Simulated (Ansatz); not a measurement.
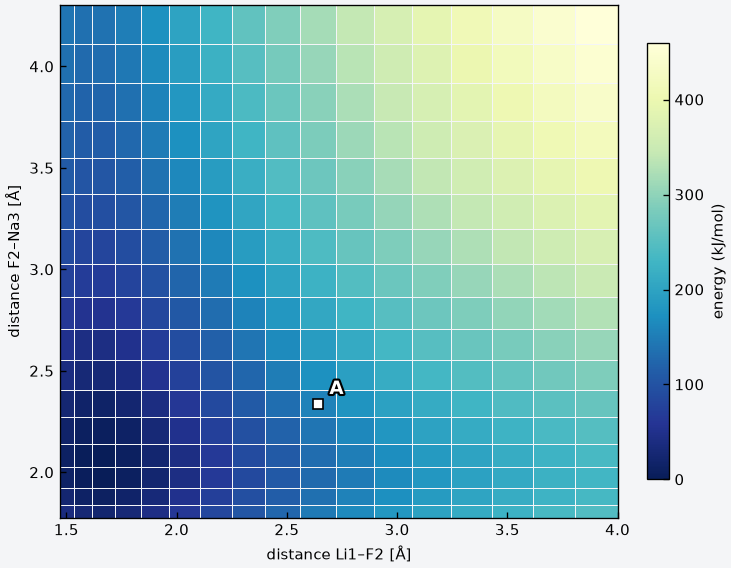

The system Li⁺ + FNa. Coordinates scanned: (1) distance Li1–F2; (2) distance F2–Na3. Nothing is relaxed (the angle Li1–F2–Na3 is fixed at 180 degrees). Grid: 17 × 17 points. Points are written as (first, second). Energies: kJ/mol, counted from the lowest grid point. The D4 coefficients can switch as the alkali atoms part, which puts small steps into the map. These are results of Ansatz, RKS PBE0-D4/def2-TZVPD, not measurements.

The picture shows one coloured cell a grid point, the point A.

> Is A at rest? If not, where is it pushed?

A, at (2.640 Å, 2.337 Å), is not a stationary point. The computed force is 134 kJ/mol for each Å towards smaller values of distance Li1–F2 and 115 kJ/mol for each Å towards smaller values of distance F2–Na3.
